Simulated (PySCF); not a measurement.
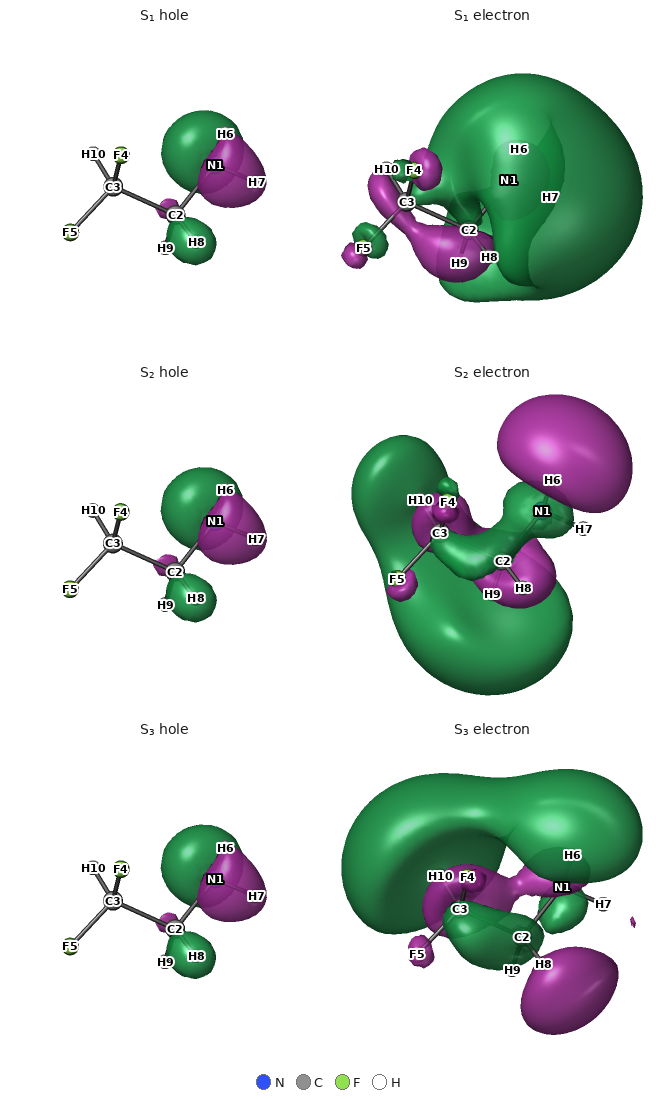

*C2H5F2N, SMILES `NCC(F)F`. Leading natural transition orbitals (TDA singlet states).*

PySCF calculation, B3LYP/6-311G**, gas phase; geometry: GFN2-xTB. No frequency check shows the geometry to be a minimum. Without diffuse functions Rydberg states are missing, so the states' numbers hold for this basis only.

**Give the energy and character of each state.**

By state:
- S₁: 6.62 eV (187 nm), f = 0.010, partly diffuse acceptor orbital, which a basis without diffuse functions describes poorly; the leading pair carries 100 %; hole on N1 (68 %), C2 (10 %) and H8 (6 %), electron on H7 (32 %), N1 (19 %) and H6 (18 %) (atom shares of so diffuse an orbital are rough); their centroids lie 0.8 Å apart.
- S₂: 7.84 eV (158 nm), f = 0.008, partly diffuse acceptor orbital, which a basis without diffuse functions describes poorly; the leading pair carries 100 %; hole on N1 (67 %), C2 (10 %) and H8 (7 %), electron on H9 (35 %), H6 (16 %) and C2 (16 %) (atom shares of so diffuse an orbital are rough); their centroids lie 1.2 Å apart.
- S₃: 8.02 eV (155 nm), f = 0.049, partly diffuse acceptor orbital, which a basis without diffuse functions describes poorly; the leading pair carries 100 %; hole on N1 (68 %), C2 (10 %) and H8 (6 %), electron on H10 (36 %), C3 (16 %) and H6 (16 %) (atom shares of so diffuse an orbital are rough); their centroids lie 1.5 Å apart.
